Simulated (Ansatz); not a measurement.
```xyz
5

C    -0.9051   -0.7973   -0.6597
C    -0.8793    0.4978   -0.4208
In   -0.8339    2.6776   -0.0212
H    -1.5482   -1.4908   -0.0916
H    -0.2851   -1.2669   -1.4422
```

Geometry: PBE0-D3(BJ)/def2-SVP; core potentials replace the inner electrons of In.

Computed with isolated molecule in a Gaussian basis; Kohn-Sham density functional theory, functional PBE0 in Ansatz 0.2.0.

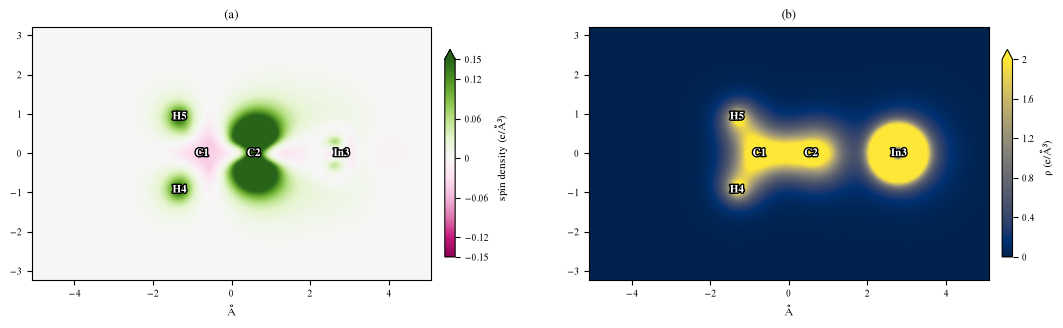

C2H2In (SMILES C=[C][In]) (doublet). (a) spin density (α minus β); (b) electron density on the molecular plane.

> Describe what can be read from this map.

The plane passes through C, In and H nuclei. C–C (1.32 Å): ρ at the midpoint is about 2.5 e/Å³. C–In (2.22 Å): ρ is about 0.55 e/Å³ halfway. C–H (1.10 Å): ρ is about 1.9 e/Å³ halfway. The unpaired spin (1 electron) lies mostly on C2 (about 0.7) and In3 (about 0.2), in electrons by Hirshfeld's partition.
